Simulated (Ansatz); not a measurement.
# F2H7NW: what the fields show

```yaml
atoms:
  - { symbol: W, position_ang: [0.3001, -0.1671, 0.1533] }
  - { symbol: F, position_ang: [-0.3121, -0.3538, 1.9439] }
  - { symbol: F, position_ang: [2.0783, -0.2901, -0.5091] }
  - { symbol: H, position_ang: [0.2967, 1.0326, -1.0450] }
  - { symbol: H, position_ang: [-0.9286, 1.0000, 0.2154] }
  - { symbol: H, position_ang: [-0.1192, -1.7805, -0.2972] }
  - { symbol: H, position_ang: [-0.8981, -0.3702, -1.0194] }
  - { symbol: N, position_ang: [1.3798, 1.6506, 1.2555] }
  - { symbol: H, position_ang: [2.3974, 1.6501, 1.0977] }
  - { symbol: H, position_ang: [1.0185, 2.5437, 0.8970] }
  - { symbol: H, position_ang: [1.2094, 1.6393, 2.2710] }
```

Core potentials replace the inner electrons of W.

The calculation used Ansatz, RKS PBE-D4/def2-SVP.

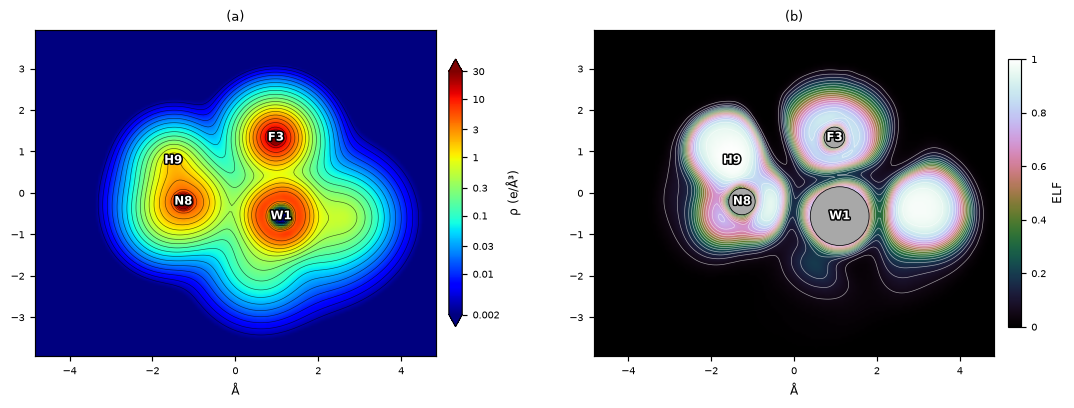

Figure 1. (a) electron density; (b) ELF on the plane of atoms F3, W1 and N8. Grey discs cover the atomic cores in the ELF map.

Q: What do the fields say about this system?

A: The section cuts through W, F, N and H sites. W–F (1.90 Å): ρ is about 0.97 e/Å³ halfway; the ELF peaks at about 0.85 in the valence shell of F, 0.5 Å from its nucleus, and drops to about 0.20 between the two atoms. W–N (2.38 Å): the density is about 0.4 e/Å³ at the midpoint; the ELF peaks at about 0.95 in the valence shell of N, 0.7 Å from its nucleus, and is about 0.20 at the midpoint. N–H (1.03 Å): ρ is about 2.8 e/Å³ halfway; the ELF climbs to about 1 towards the hydrogen, as it does in any bond to H (a covalent bond by its length).

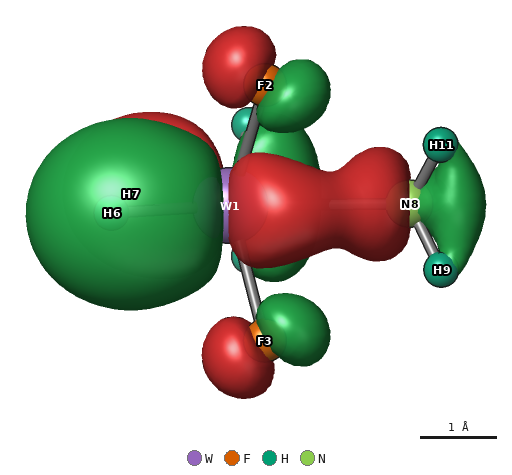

Figure 2. The HOMO−1 at ±0.08 Å⁻³ᐟ² (green and red are the two phases), seen across its widest extent.

Q: What is the character of this orbital?

A: Its weight (Hirshfeld) is mainly on W1 (about 45 %), H6 (about 25 %) and H7 (about 10 %). Its energy is −6.84 eV.

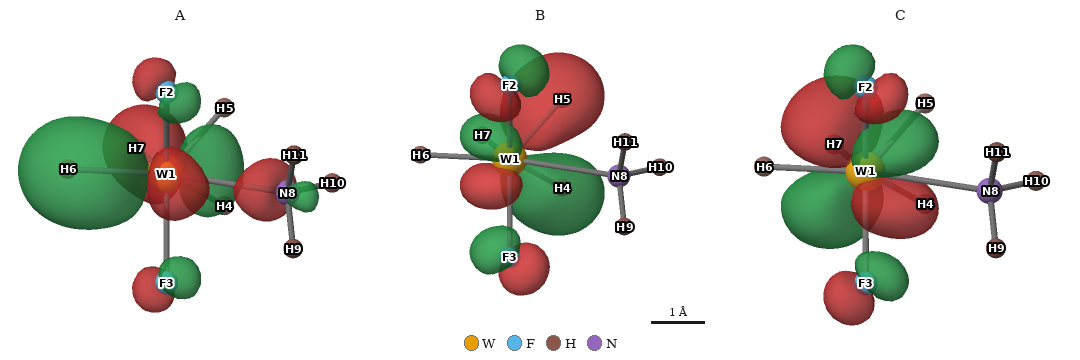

Figure 3. Three frontier orbitals at ±0.15 Å⁻³ᐟ² (green and red are the two phases), in no order.

Q: Which picture is the HOMO−1, the HOMO and the LUMO?

A: A is the HOMO−1 (−6.84 eV). Its weight (Hirshfeld) is mainly on W1 (about 45 %), H6 (about 25 %) and H7 (about 10 %). B is the HOMO (−6.12 eV). It lies mainly on W1 (about 35 %), H4 (about 20 %), H5 (about 20 %), F2 (about 10 %) and F3 (about 10 %). C is the LUMO (−3.30 eV). Its weight (Hirshfeld) is mainly on W1 (about 70 %), F2 (about 10 %) and F3 (about 10 %).

Q: What is the HOMO–LUMO gap?

A: 2.82 eV between the orbital energies.
